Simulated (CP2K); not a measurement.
# BNH4O2 (SMILES NB(O)O): PM3

Aim: the vertical electron affinity of BNH4O2 at PM3, from 2 runs. 

Program for the calculation: CP2K 2026.2.

3 further runs of the same task are left out: 1 that didn't finish, 2 set aside as unsound or not needed.

## Step 1: The system as given

The species is BNH4O2 (8 atoms), meant as a singlet with charge 0. SMILES: `NB(O)O`. The coordinates come from a GFN2-xTB relaxation. This is one conformer, not always the lowest.

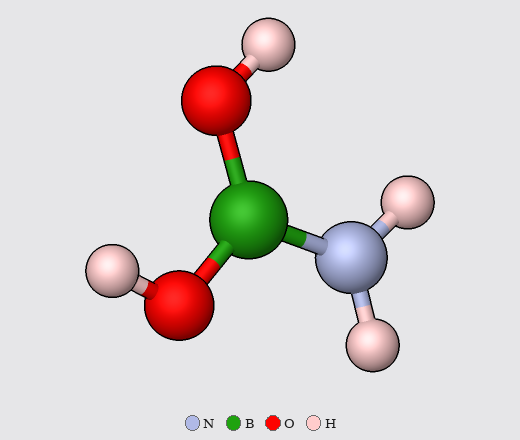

The structure, seen from a chosen angle (nitrogen light blue, boron green, oxygen red, hydrogen pink).

## Step 2: A single-point energy at PM3

File run.inp:

```
&GLOBAL
 PROJECT_NAME run
 RUN_TYPE ENERGY
 PRINT_LEVEL MEDIUM
&END
&FORCE_EVAL
 METHOD QUICKSTEP
 &DFT
  ! Quickstep
  &QS
   METHOD PM3
   EPS_DEFAULT 1.0E-10
   &SE
    &COULOMB
     CUTOFF [angstrom] 50
     RC_RANGE [angstrom] 0
    &END
    &EXCHANGE
     CUTOFF [angstrom] 50
     RC_RANGE [angstrom] 0
    &END
   &END
  &END
  &POISSON
   PERIODIC NONE
   POISSON_SOLVER ANALYTIC
  &END
  &SCF
   SCF_GUESS ATOMIC
   EPS_SCF 1.0E-06
   MAX_SCF 150
   ADDED_MOS 4
   &DIAGONALIZATION
    ALGORITHM STANDARD
   &END
   &MIXING
    METHOD DIRECT_P_MIXING
    ALPHA 0.4
   &END
  &END
  ! extra output
  &PRINT
   &MOMENTS
    PERIODIC F
    REFERENCE COM
    MAX_MOMENT 1
   &END
   &MO ON
    ENERGIES T
    OCCUPATION_NUMBERS T
    NDIGITS 6
    &EACH
     QS_SCF 0
    &END
    ADD_LAST NUMERIC
   &END
   &HIRSHFELD OFF
   &END
  &END
 &END
 ! atoms, cell and kinds
 &SUBSYS
  ! box in angstrom
  &CELL
   ABC 19.7 19.4 17
   PERIODIC NONE
  &END
  &COORD
   N     -0.656950     0.944170     0.048270
   B      0.237890    -0.139290    -0.044480
   O      1.520890     0.110550    -0.428170
   O     -0.127200    -1.432050     0.238300
   H     -1.623250     0.871260     0.304680
   H     -0.363850     1.877580    -0.167170
   H      2.049510    -0.685800    -0.454320
   H     -1.037030    -1.546420     0.502900
  &END
  &TOPOLOGY
   &CENTER_COORDINATES
   &END
  &END
 &END
&END
```

Command:

```
$ OMP_NUM_THREADS=1 cp2k.psmp -i run.inp > run.out 2>&1
```

What it wrote:

```text
CP2K| version string:                                       CP2K version 2026.2
[...]
 GLOBAL| Method name                                                        CP2K
[...]
 GLOBAL| Run type                                                         ENERGY
[...]
                             - Atoms:                                          8
[...]
                             - Spherical basis functions:                     20
[...]
 Number of electrons:                                                         24
[...]
     1 P_Mix/Diag. 0.40E+00    0.0     0.80171952       -26.3844598506 -2.64E+01
[...]
    17 DIIS/Diag.  0.24E-06    0.0     0.00000026       -32.0879982734 -7.40E-12
  *** SCF run converged in    17 steps ***
  Core-core repulsion energy [eV]:                           1505.11534761702092
  Core Hamiltonian energy [eV]:                             -1428.51061091879842
  Two-electron integral energy [eV]:                        -1899.52714980833912
  Electronic energy [eV]:                                   -2378.27418582296787
  Total energy [eV]:                                         -873.15883820594706
  Atomic reference energy [eV]:                               865.68882784969219
  Heat of formation [kcal/mol]:                              -172.26254477352717
[...]
 SE_DIPOLE| Moment [Debye]          1.92359294      -0.40567194      -0.43560681
 SE_DIPOLE| Derivative [a.u.]       0.00000000       0.00000000       0.00000000
 ENERGY| Total FORCE_EVAL ( QS ) energy [hartree]            -32.087998273397943
[...]
```

Run time: 0.97 s. Hardware: 1 thread of Intel Xeon Platinum 8488C (Sapphire Rapids), shared host; peak memory 0.18 GiB.

## Step 3: The doublet anion at the same level

File run.inp:

```
&GLOBAL
   PROJECT_NAME run
   RUN_TYPE ENERGY
   PRINT_LEVEL MEDIUM
&END GLOBAL

&FORCE_EVAL
   METHOD QS
   &DFT
      CHARGE -1
      MULTIPLICITY 2
      UNRESTRICTED_KOHN_SHAM T
      &QS
         METHOD PM3
         EPS_DEFAULT 1.0E-10
         &SE
            &COULOMB
               CUTOFF [angstrom] 50
               RC_RANGE [angstrom] 0
            &END COULOMB
            &EXCHANGE
               CUTOFF [angstrom] 50
               RC_RANGE [angstrom] 0
            &END EXCHANGE
         &END SE
      &END QS
      &POISSON
         PERIODIC NONE
         POISSON_SOLVER ANALYTIC
      &END POISSON
      ! self-consistent field
      &SCF
         SCF_GUESS ATOMIC
         EPS_SCF 1.0E-06
         MAX_SCF 100
         ADDED_MOS 8
         &DIAGONALIZATION
            ALGORITHM STANDARD
         &END DIAGONALIZATION
         &MIXING
            METHOD DIRECT_P_MIXING
            ALPHA 0.4
         &END MIXING
      &END SCF
      ! extra output
      &PRINT
         &MOMENTS
            PERIODIC F
            REFERENCE COM
            MAX_MOMENT 1
         &END MOMENTS
         &MO ON
            ENERGIES T
            OCCUPATION_NUMBERS T
            NDIGITS 6
            &EACH
               QS_SCF 0
            &END EACH
            ADD_LAST NUMERIC
         &END MO
         &HIRSHFELD OFF
         &END HIRSHFELD
      &END PRINT
   &END DFT
   ! atoms, cell and kinds
   &SUBSYS
      ! box in angstrom
      &CELL
         ABC 19.7 19.4 17
         PERIODIC NONE
      &END CELL
      &COORD
         N     -0.656950     0.944170     0.048270
         B      0.237890    -0.139290    -0.044480
         O      1.520890     0.110550    -0.428170
         O     -0.127200    -1.432050     0.238300
         H     -1.623250     0.871260     0.304680
         H     -0.363850     1.877580    -0.167170
         H      2.049510    -0.685800    -0.454320
         H     -1.037030    -1.546420     0.502900
      &END COORD
      &TOPOLOGY
         &CENTER_COORDINATES
         &END CENTER_COORDINATES
      &END TOPOLOGY
   &END SUBSYS
&END FORCE_EVAL
```

Command:

```
$ OMP_NUM_THREADS=1 cp2k.psmp -i run.inp > run.out 2>&1
```

What it wrote:

```text
CP2K| version string:                                       CP2K version 2026.2
[...]
 GLOBAL| Method name                                                        CP2K
[...]
 GLOBAL| Run type                                                         ENERGY
[...]
 *** WARNING in qs_environment.F:2210 :: More added MOs requested than     ***
 *** available. The full set of unoccupied MOs will be used. Use           ***
 *** 'ADDED_MOS -1' to always use all available MOs and to get rid of this ***
[...]
                             - Atoms:                                          8
[...]
                             - Spherical basis functions:                     20
[...]
 Number of electrons:                                                         13
[...]
     1 P_Mix/Diag. 0.40E+00    0.0     0.40750816       -26.6178905764 -2.66E+01
[...]
    46 DIIS/Diag.  0.49E-06    0.0     0.00000062       -32.0243567521 -4.60E-12
  *** SCF run converged in    46 steps ***
  Core-core repulsion energy [eV]:                           1505.11534761702092
  Core Hamiltonian energy [eV]:                             -1447.47773239160892
  Two-electron integral energy [eV]:                        -1858.12935913327283
  Electronic energy [eV]:                                   -2376.54241195824534
  Total energy [eV]:                                         -871.42706434122442
  Atomic reference energy [eV]:                               865.68882784969219
  Heat of formation [kcal/mol]:                              -132.32688756796276
[...]
 SE_DIPOLE| Moment [Debye]         -1.10190195       2.77245295      -0.12445259
 SE_DIPOLE| Derivative [a.u.]       0.00000000       0.00000000       0.00000000
 ENERGY| Total FORCE_EVAL ( QS ) energy [hartree]            -32.024356752119509
[...]
```

Run time: 1.1 s. Hardware: 1 thread of Intel Xeon Platinum 8488C (Sapphire Rapids), shared host; peak memory 0.18 GiB.

## Step 4: Outcome

At PM3:

| quantity | value |
| --- | --- |
| singlet BNH4O2: total energy | -32.08800 Eh |
| singlet BNH4O2: dipole moment | 2.01 D |
| singlet BNH4O2: HOMO energy | -9.52 eV |
| singlet BNH4O2: LUMO energy | 1.15 eV |
| singlet BNH4O2: HOMO–LUMO gap | 10.67 eV |
| singlet BNH4O2: heat of formation | -172.3 kcal/mol |
| doublet anion: total energy | -32.02436 Eh |
| doublet anion: HOMO energy (highest over α and β) | 1.35 eV |
| doublet anion: LUMO energy (lowest over α and β) | 7.52 eV |
| doublet anion: heat of formation | -132.3 kcal/mol |
| vertical electron affinity (to the doublet anion) | -1.732 eV |

**Reading.** The anion lies 1.73 eV (40 kcal/mol) above the neutral: the electron isn't bound at this level. The HOMO (doublet anion) lies at positive energy, 1.35 eV: the electron is unbound at this level or held by a compact basis; values depend on the basis.
